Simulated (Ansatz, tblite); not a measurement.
# In4P4 zinc blende hole disc (In₄P₄H₁₆): spin-state energies by level

Aim: set other spin states of In4P4 zinc blende hole disc (In₄P₄H₁₆) against its singlet, on many levels of theory.

The runs use Ansatz 0.2.0, Gaussian basis; as each input shows.

Plan: triplet, at the geometry of the singlet (GFN1-xTB, GFN2-xTB, PBE0-D4/def2-SVP, PBE-D4/def2-SVP); the singlet's energies come from earlier runs.

5 further runs of the same task are left out: 3 that didn't finish, 2 set aside as unsound or not needed. Runs told in other sessions of the task aren't counted.

## (1) The relaxed structure

The geometry is that of the singlet, from an earlier relaxation (PBE-D4/def2-SVP).

24 atoms, charge 0, spin multiplicity 1.

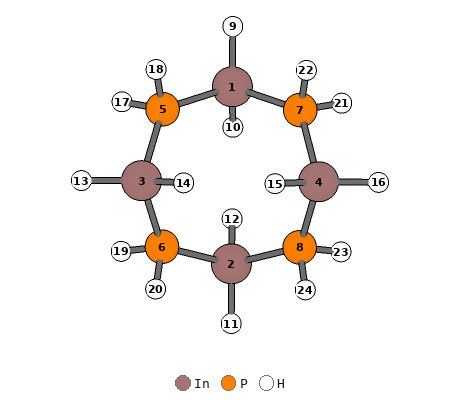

The geometry (indium brown, phosphorus orange, hydrogen white); atoms are numbered from 1 in the order of the file.

In takes a core potential in the def2 sets. No spin-orbit coupling is included.

## (2) Triplet at the fixed geometry, GFN1-xTB

Tight binding, by tblite at 300 K electronic temperature and without a spin-polarisation term:

```python
tblite.interface.Calculator('GFN1-xTB', numbers, positions, charge=0, uhf=2).singlepoint()
```

Energy -686.3482 eV; 0.049 s.

## (3) Triplet at the fixed geometry, GFN2-xTB

Tight binding, by tblite at 300 K electronic temperature and without a spin-polarisation term:

```python
tblite.interface.Calculator('GFN2-xTB', numbers, positions, charge=0, uhf=2).singlepoint()
```

Energy -623.8753 eV; 0.035 s.

## (4) Triplet at the fixed geometry, PBE0-D4/def2-SVP

in.yaml

```yaml
crystal:
  periodic: [false, false, false]
  atoms:
    - {symbol: In, position_ang: [-1.809961, 1.802369, -1.665080]}
    - {symbol: In, position_ang: [1.809475, -1.799933, -1.661691]}
    - {symbol: In, position_ang: [-1.803208, -1.809756, 1.664181]}
    - {symbol: In, position_ang: [1.795112, 1.805708, 1.668180]}
    - {symbol: P, position_ang: [-2.803574, -0.010331, -0.005714]}
    - {symbol: P, position_ang: [0.011462, -2.803982, 0.007300]}
    - {symbol: P, position_ang: [-0.005613, 2.804158, -0.001292]}
    - {symbol: P, position_ang: [2.804503, 0.010978, -0.001103]}
    - {symbol: H, position_ang: [-3.038244, 3.023703, -1.819904]}
    - {symbol: H, position_ang: [-0.935167, 0.935585, -2.881702]}
    - {symbol: H, position_ang: [3.038389, -3.019945, -1.821405]}
    - {symbol: H, position_ang: [0.931079, -0.931330, -2.874353]}
    - {symbol: H, position_ang: [-3.023974, -3.038810, 1.817100]}
    - {symbol: H, position_ang: [-0.939727, -0.933705, 2.882129]}
    - {symbol: H, position_ang: [0.921435, 0.926769, 2.876734]}
    - {symbol: H, position_ang: [3.015365, 3.033538, 1.834354]}
    - {symbol: H, position_ang: [-3.753236, -0.730289, -0.801221]}
    - {symbol: H, position_ang: [-3.771349, 0.696538, 0.779570]}
    - {symbol: H, position_ang: [-0.694544, -3.771882, -0.778672]}
    - {symbol: H, position_ang: [0.731722, -3.753395, 0.802763]}
    - {symbol: H, position_ang: [0.711686, 3.758208, -0.793959]}
    - {symbol: H, position_ang: [-0.717813, 3.767497, 0.784641]}
    - {symbol: H, position_ang: [3.753456, 0.733591, -0.795040]}
    - {symbol: H, position_ang: [3.772736, -0.695275, 0.784196]}
basis:
  gaussian: {orbitals: def2-SVP}
magnetization: {spin_polarized: true, initial_magnetization: 2}
hamiltonian: {xc: pbe0, dispersion: d4}
scf: {omitted_lower_state_checks: [starts]}
output: {orbitals: {seedname: orbitals}}
```

The run is started by

```bash
> ansatz run in.yaml --threads 4 --pin off --events-out ev --progress --plain --max-ram 6963MiB
```

The program printed:

```text
Functional definition: PBE0
  name "PBE0"
  cite "Adamo & Barone, J. Chem. Phys. 110, 6158 (1999) doi:10.1063/1.478522"
  cite "Perdew, Burke & Ernzerhof, Phys. Rev. Lett. 77, 3865 (1996) doi:10.1103/PhysRevLett.77.3865"
  parent pbe
  parameter a = 0.25
  parameter kappa = 0.804
  parameter beta = 0.06672455060314922
  exchange = (1 - a)*pbe_x(kappa = kappa, mu = beta*pi^2/3) + a*exact_x
  correlation = pbe_c(beta = beta)
these checks for a lower state are left out or cut short: starts
2820 factors; integrals over basis functions are off by at most 7.8e-4 eV
mean field evaluation 1: about -58077.6504 eV, gradient 1.6e1 eV
mean field evaluation 2: about -58078.8471 eV, gradient 1.1e1 eV
mean field evaluation 4: about -58079.0826 eV, gradient 6.6e0 eV
mean field evaluation 8: about -58079.8455 eV, gradient 8.8e-1 eV
mean field evaluation 16: about -58080.3397 eV, gradient 2.3e0 eV
mean field -58080.51354626 eV, -2134.4195044388 hartree, gradient 2.4e-6 eV, S^2 2.007394; 0 other end points of the search recorded, 0 dependent functions left out
reference -58080.51362017 eV, -2134.4195071553 hartree; 81, 79 occupied and 175, 177 virtual orbitals, 2820 factors
Total energy: -58081.40325683 eV, -2134.4522006994 hartree
Checks for a lower state left out: starts
```

Wall time 48 s (4 threads of Arm Neoverse V1, shared host); peak memory 2 GiB.

HOMO -2.45 eV, LUMO -5.95 eV (over both spins; with the spin held, an empty level of the minority spin lies below the top filled one); ⟨S²⟩ 2.007 (pure: 2.00).

## (5) Triplet at the fixed geometry, PBE-D4/def2-SVP

start.molden holds the orbitals of an earlier run on this state, given as this run's starting guess.

Changes to in.yaml since step 4:

```diff
@@ -28,5 +28,5 @@
 basis:
-  gaussian: {orbitals: def2-SVP}
+  gaussian: {orbitals: def2-SVP, initial_orbitals: start.molden}
 magnetization: {spin_polarized: true, initial_magnetization: 2}
-hamiltonian: {xc: pbe0, dispersion: d4}
+hamiltonian: {xc: pbe, dispersion: d4}
 scf: {omitted_lower_state_checks: [starts]}
```

The command is unchanged.

The program printed:

```text
Functional definition: PBE
  name "PBE"
  cite "Perdew, Burke & Ernzerhof, Phys. Rev. Lett. 77, 3865 (1996) doi:10.1103/PhysRevLett.77.3865"
  parent pbe
  parameter kappa = 0.804
  parameter beta = 0.06672455060314922
  exchange = pbe_x(kappa = kappa, mu = beta*pi^2/3)
  correlation = pbe_c(beta = beta)
these checks for a lower state are left out or cut short: starts
3020 factors; their error is unknown
mean field evaluation 1: about -58076.6113 eV, gradient 6.5e0 eV
mean field evaluation 2: about -58076.8913 eV, gradient 3.7e-1 eV
mean field evaluation 4: about -58076.8101 eV, gradient 2.1e0 eV
mean field evaluation 8: about -58076.8917 eV, gradient 1.7e-2 eV
mean field evaluation 16: about -58076.8917 eV, gradient 1.5e-4 eV
mean field -58076.89172575 eV, -2134.2864049901 hartree, gradient 7.9e-6 eV, S^2 2.002992; 0 other end points of the search recorded, 0 dependent functions left out
reference -58076.89182484 eV, -2134.2864086316 hartree; 81, 79 occupied and 175, 177 virtual orbitals, 3020 factors
Total energy: -58077.87671955 eV, -2134.3226028447 hartree
Checks for a lower state left out: starts
```

It took 61 s on 4 threads of Arm Neoverse V1, shared host; peak memory 1.4 GiB.

Report: HOMO -1.77 eV, LUMO -6.28 eV (over both spins; with the spin held, an empty level of the minority spin lies below the top filled one); ⟨S²⟩ 2.003 (pure: 2.00).

## (6) Triplet less singlet, vertical

The singlet's energies are those of its earlier runs, whose logs aren't repeated here.

```
           level  triplet less singlet, vertical (kJ/mol)     time
        GFN1-xTB                                   +437.9  0.079 s
        GFN2-xTB                                   +375.9  0.057 s
 PBE-D4/def2-SVP                                   +450.6     69 s
PBE0-D4/def2-SVP                                   +495.6     63 s
```

Times add the two runs; a level without a time comes out of a correlated run. Tight binding without a spin term can't rank spin states.

## (7) Summary of results

| quantity | value |
| --- | --- |
| triplet less singlet, vertical, functionals in def2-SVP | +450.6 (PBE-D4) to +495.6 kJ/mol (PBE0-D4) |

In words: All functionals put the triplet above the singlet, over a spread of 45.0 kJ/mol. The checks for a lower triplet were left out, so another state of that spin may lie lower. These are electronic energies, without zero-point motion, entropy or surroundings.
